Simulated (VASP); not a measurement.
Band structure of HfO2 (space group P2_12_12). These are r2SCAN meta-GGA, VASP's PBE PAW potentials (set 64) (plane waves; VASP) values and carry that method's errors.

Unless said otherwise, spin-orbit coupling is left out, though it shifts the bands of the heavy elements here.

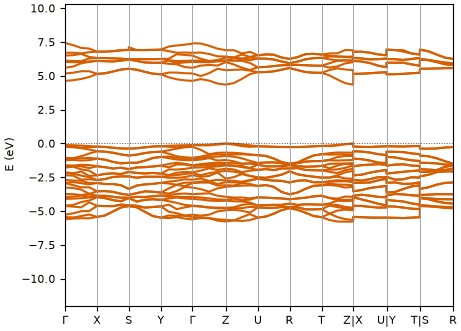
*Bands along high-symmetry lines, zero at the valence-band maximum or, without a gap, the Fermi level*

Problem. Read the plot: is there a gap, and where are the band edges?

Solution. The gap is direct, 4.34 eV, from the valence maximum at Z to the conduction minimum at Z.

The structure comes from a computed database's HfO2 entry (P2_12_12); how it stands against other phases isn't given here. It was relaxed first.
